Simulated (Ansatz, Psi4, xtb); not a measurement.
# How methods differ on AlClF2 (SMILES [F][Al]([F])[Cl])

AlClF2 has 4 atoms, charge 0, and is taken as a singlet. SMILES: `[F][Al]([F])[Cl]`. The coordinates come from a PBE0-D4/def2-TZVP relaxation.

```xyz
4

F     0.9972    0.7218    1.1496
Al    0.0693   -0.0508    0.0536
F     0.2735   -1.6538   -0.1647
Cl   -1.3400    0.9828   -1.0386
```

Quantity: the vertical energy of the triplet above the singlet, in eV. The values are calculated.

```tsv
level	kind	program	value (eV)	less CCSD(T)/def2-SVPD	CPU time (all runs)
GFN2-xTB	semi-empirical	xtb	5.33	-2.09	under 2 s
SVWN5/def2-SVPD	LDA	Psi4	6.60	-0.82	50 s
PBE/def2-SVPD	GGA	Ansatz	6.52	-0.90	28 s
revPBE/def2-SVPD	GGA	Psi4	6.54	-0.88	60 s
TPSSh/def2-SVPD	hybrid meta-GGA	Psi4	6.97	-0.45	3.2 min
HSE06/def2-SVPD	range-separated hybrid	Psi4	7.10	-0.32	2.3 min
PBE-QIDH/def2-SVPD	double hybrid	Ansatz	7.51	+0.09	47 s
RPA@PBE0/def2-SVPD	RPA	Ansatz	7.23	-0.19	58 s
OMP2/def2-SVPD (density fitting for correlation)	perturbation theory	Psi4	7.53	+0.11	3.7 min
CCSD(T)/def2-SVPD	coupled cluster or CI	Ansatz	7.42	0.00	1.8 min
```

Differences are taken from CCSD(T)/def2-SVPD for orientation; it has basis-set and higher-order errors of its own. The values span 5.33 to 7.53 eV. The xTB rows lack spin polarisation, so open shells miss the exchange term that lowers them. CPU times are rough (shared hosts, several kinds of processor): they show what a rung costs within a factor of a few.

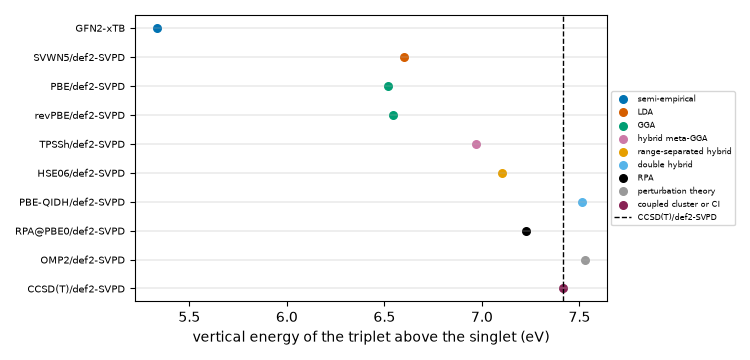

The values of the table, level by level.
